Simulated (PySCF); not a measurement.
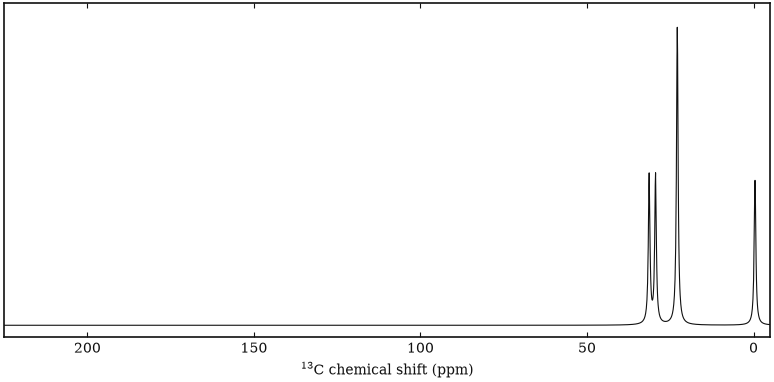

GIAO shifts, PBE0/pcSseg-1 (IEF-PCM water) with PySCF 2.14.0, at a PBE0-D3(BJ)/def2-SVP geometry (no frequency check), against TMS for ¹³C computed at the same level. fully decoupled, line heights follow the number of nuclei, widths are arbitrary (no quadrupolar broadening); values of one conformer, averaged over methyl-type rotors and exact or near symmetry; other conformers aren't averaged in.

Question: Which structure fits the spectrum?
A. C₅H₁₂Si, SMILES C[C@H]1C[Si@@H](C)C1
B. C₂H₆O₂Si, SMILES CC(=O)O[SiH3]
C. C₄H₈F₂Si, SMILES F[C@@H]1CC[C@@H](F)[SiH2]1
D. C₅H₉FOS₂, SMILES CO[C@@H]1SC[C@](C)(F)S1

Answer: Option A. Its ¹³C signals: 31.3 (1 C), 29.4 (1 C), 22.9 (2 C), −0.4 (1 C) ppm.
